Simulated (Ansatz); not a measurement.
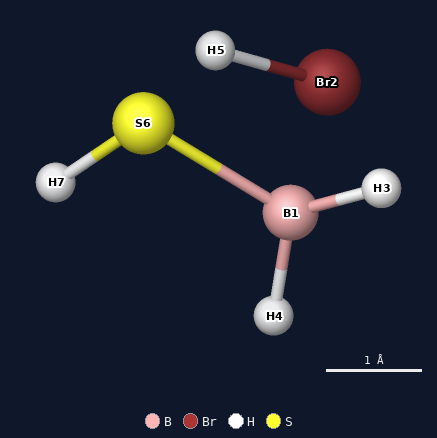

*The starting structure (ball-and-stick view, seen at a tilt; atoms are numbered from 1 in the order of the input).*

# Saddle-point search, with input and output: BH$_{4}$SBr

System: BH$_{4}$SBr.
Method: RKS PBE0-D4/def2-TZVP (Ansatz 0.2.0).

The geometry is a guess of a transition state. The reaction was set up to form B1–S6 and Br2–H5 and to break B1–Br2 and H5–S6 (atoms counted from 1 in the order of the input); sticks are drawn by distance alone. Figures and captions count atoms from 1; the log counts them from 0 in places.

### The program's output
```
Functional definition: PBE0
  name "PBE0"
  cite "Adamo & Barone, J. Chem. Phys. 110, 6158 (1999) doi:10.1063/1.478522"
  cite "Perdew, Burke & Ernzerhof, Phys. Rev. Lett. 77, 3865 (1996) doi:10.1103/PhysRevLett.77.3865"
  parent pbe
  parameter a = 0.25
  parameter kappa = 0.804
  parameter beta = 0.06672455060314922
  exchange = (1 - a)*pbe_x(kappa = kappa, mu = beta*pi^2/3) + a*exact_x
  correlation = pbe_c(beta = beta)
1029 factors; their error is unknown
mean field evaluation 1: about -81608.3862 eV, gradient 2.4e1 eV
mean field evaluation 2: about -81607.7903 eV, gradient 2.8e1 eV
mean field evaluation 4: about -81610.2183 eV, gradient 1.1e0 eV
mean field evaluation 8: about -81610.6749 eV, gradient 1.1e-1 eV
mean field evaluation 16: about -81610.6749 eV, gradient 3.9e-5 eV
mean field -81610.67491724 eV, -2999.1369855061 hartree, gradient 3.9e-5 eV, S^2 0.000000; 0 other end points of the search recorded, 0 dependent functions left out
the calculation of the forces begins
reference -81610.67494395 eV, -2999.1369864877 hartree; 30, 30 occupied and 110, 110 virtual orbitals, 1029 factors
these checks for a lower state are left out or cut short: stability, starts, cluster_reference, orbital_swaps, neighbouring_geometries, increment
1029 factors; their error is unknown
mean field -81610.67547934 eV, -2999.1370061632 hartree, gradient 9.3e-7 eV, S^2 0.000000; 0 other end points of the search recorded, 0 dependent functions left out
[... from here on the field's lines of each further geometry are left out, up to the last ...]
saddle step   1: F+E_penalty+E_count = -81610.80171500 eV  max|allowed force component| = 3.052e-1 eV/Å  curvature = -4.3629 eV/Å²  mode residual = 5.58e-1 eV/Å²  Δτ_max = 0.0000 Å  (1 rotations, 3 force calls, 69 SCF iters)  cluster: 3 rotations left out, max|force component along them| = 9.857e-8 eV/Å
saddle step   2: F+E_penalty+E_count = -81610.80729416 eV  max|allowed force component| = 8.487e-2 eV/Å  curvature = -4.4444 eV/Å²  mode residual = 1.66e-1 eV/Å²  Δτ_max = 0.0103 Å  (1 rotations, 3 force calls, 74 SCF iters)  cluster: 3 rotations left out, max|force component along them| = 1.466e-8 eV/Å
saddle step   3: F+E_penalty+E_count = -81610.80850063 eV  max|allowed force component| = 7.212e-2 eV/Å  curvature = -4.5164 eV/Å²  mode residual = 1.93e-1 eV/Å²  Δτ_max = 0.0108 Å  (1 rotations, 3 force calls, 74 SCF iters)  cluster: 3 rotations left out, max|force component along them| = 1.046e-8 eV/Å
saddle step   4: F+E_penalty+E_count = -81610.80890592 eV  max|allowed force component| = 5.243e-2 eV/Å  curvature = -4.5639 eV/Å²  mode residual = 1.90e-1 eV/Å²  Δτ_max = 0.0069 Å  (1 rotations, 3 force calls, 74 SCF iters)  cluster: 3 rotations left out, max|force component along them| = 9.542e-9 eV/Å
saddle step   5: F+E_penalty+E_count = -81610.80923820 eV  max|allowed force component| = 3.119e-2 eV/Å  curvature = -4.6779 eV/Å²  mode residual = 3.23e-1 eV/Å²  Δτ_max = 0.0125 Å  (1 rotations, 3 force calls, 74 SCF iters)  cluster: 3 rotations left out, max|force component along them| = 5.905e-9 eV/Å
saddle step   6: F+E_penalty+E_count = -81610.80931393 eV  max|allowed force component| = 1.095e-2 eV/Å  curvature = -4.6912 eV/Å²  mode residual = 1.83e-1 eV/Å²  Δτ_max = 0.0048 Å  (1 rotations, 3 force calls, 75 SCF iters)  cluster: 3 rotations left out, max|force component along them| = 9.953e-9 eV/Å
the calculation of the forces begins
reference -81610.68262451 eV, -2999.1372687432 hartree; 30, 30 occupied and 110, 110 virtual orbitals, 1029 factors
1029 factors; their error is unknown
mean field -81610.68255891 eV, -2999.1372663323 hartree, gradient 1.7e-5 eV, S^2 0.000000; 1 other end points of the search recorded, 0 dependent functions left out
the calculation of the forces begins
reference -81610.68258562 eV, -2999.1372673140 hartree; 30, 30 occupied and 110, 110 virtual orbitals, 1029 factors
saddle step   7: F+E_penalty+E_count = -81610.80933137 eV  max|allowed force component| = 1.877e-3 eV/Å  curvature = -4.7359 eV/Å² (error put at 0.0038; -4.7397 at half of saddle.amplitude)  mode residual = 1.68e-1 eV/Å²  Δτ_max = 0.0012 Å  (1 rotations, 9 force calls, 206 SCF iters)  cluster: 3 rotations left out, max|force component along them| = 9.478e-9 eV/Å
```

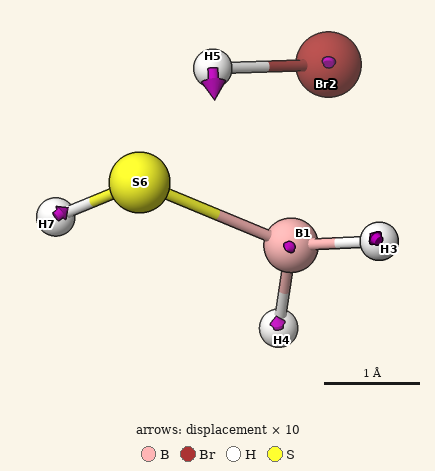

*The starting structure with the displacements as pink arrows, magnified 10 times (ball-and-stick view, seen at a tilt). The two geometries are laid on each other by the best rigid fit.*

The largest move after the best rigid fit is that of H5, 0.036 Å. By element the largest moves are H 0.036 Å, Br 0.012 Å, B 0.011 Å, S 0.001 Å. Among the contacts that change: B1–H3 1.202 → 1.189 Å, Br2–H5 1.597 → 1.610 Å, S6–H7 1.352 → 1.344 Å, B1–S6 1.912 → 1.905 Å. (Atoms are counted from 1 in the order of the input.)

```
Total energy: -81610.80935808 eV, -2999.1419261160 hartree
Atom 0 at    -0.595152    -0.505155     0.000099 Å, force    -0.001626    -0.001636    -0.001877 eV/Å
Atom 1 at     0.629354     0.122562    -1.906396 Å, force    -0.000268     0.000247     0.001495 eV/Å
Atom 2 at    -0.520841    -1.688968    -0.082667 Å, force     0.000694    -0.000661    -0.000175 eV/Å
Atom 3 at    -1.611334     0.096531    -0.127776 Å, force    -0.000258     0.000860     0.000389 eV/Å
Atom 4 at     1.194236     0.343038    -0.415138 Å, force    -0.000224    -0.000095     0.001624 eV/Å
Atom 5 at     0.665352     0.179094     1.253699 Å, force     0.001038     0.000832    -0.000964 eV/Å
Atom 6 at     0.238285     1.452900     1.278179 Å, force     0.000644     0.000452    -0.000492 eV/Å
Dipole moment:     0.045930     0.220915     0.189165 e Å
```

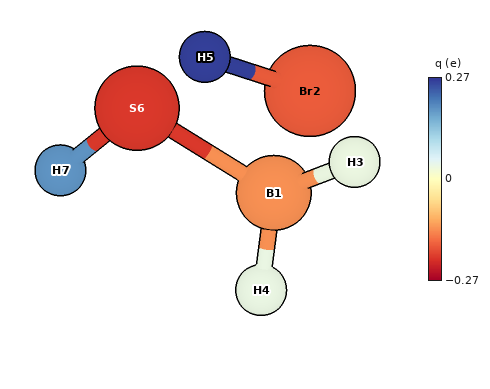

*Mulliken charges, as the colour of each atom (ball-and-stick view, seen at a tilt; atoms are numbered from 1 in the order of the input).*

By element: B −0.13, Br −0.18, H +0.03 to +0.26 and S −0.21 e.

This output came from the following input.

### Input
```yaml
crystal:
  periodic: [false, false, false]
  atoms:
    - {symbol: B, position_ang: [-0.593504, -0.504342, -0.010590]}
    - {symbol: Br, position_ang: [0.625015, 0.117211, -1.896354]}
    - {symbol: H, position_ang: [-0.528019, -1.703065, -0.079027]}
    - {symbol: H, position_ang: [-1.626510, 0.098687, -0.128627]}
    - {symbol: H, position_ang: [1.223203, 0.352044, -0.434314]}
    - {symbol: S, position_ang: [0.666042, 0.179623, 1.254907]}
    - {symbol: H, position_ang: [0.233673, 1.459844, 1.294005]}
basis:
  gaussian: {orbitals: def2-TZVP}
hamiltonian: {xc: pbe0, dispersion: d4}
saddle:
  f_tol: 0.01
  max_steps: 50
  order_check: false
  mode_guess:
    - [-0.0818, -0.0194, 0.4864]
    - [0.3009, 0.1410, -0.1241]
    - [0.0263, 0.0141, -0.0047]
    - [0.0113, 0.0193, -0.0312]
    - [0.0192, -0.0552, -0.6812]
    - [-0.2320, -0.0839, 0.3092]
    - [-0.0440, -0.0159, 0.0457]
```

### Results in brief

- outcome: converged
- total energy: −81610.8094 eV
- mean-field energy: −81610.6826 eV
- dispersion energy: −0.1268 eV
- largest force (length of the vector) at the end: 0.003 eV/Å
- dipole moment: 1.41 D
- hardware: 2 CPU threads, shared host
- wall time: 56 s (CPU time 1.8 min)
- peak memory: 0.36 GiB

### Remarks

The order of the saddle point was not checked.
